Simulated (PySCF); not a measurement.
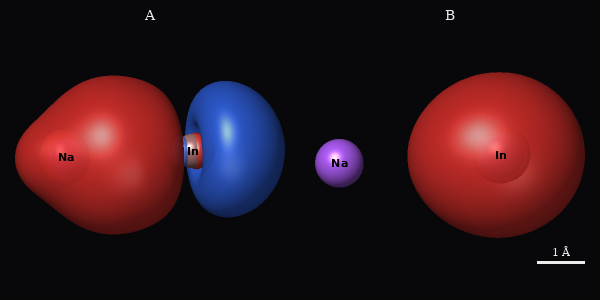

*NaIn (charge +1, doublet). Two frontier α-spin orbitals, each drawn at the value that holds 80 % of its norm (red and blue are the two phases), in no order; of a degenerate pair one member is drawn.*

Core potentials replace the inner electrons of In.

Method: PBE0/def2-SVPD, non-relativistic Hamiltonian with scalar-relativistic core potentials where named, at a bond length of 3.575 Å (PySCF 2.14.0).

Label each orbital by symmetry, say whether it is occupied, and order them by energy.

Orbital B: σ, occupied in this spin, −13.93 eV; almost wholly on In.
Orbital A: σ, occupied in this spin, −8.58 eV; shared between the atoms (Na 35 %, In 65 %).
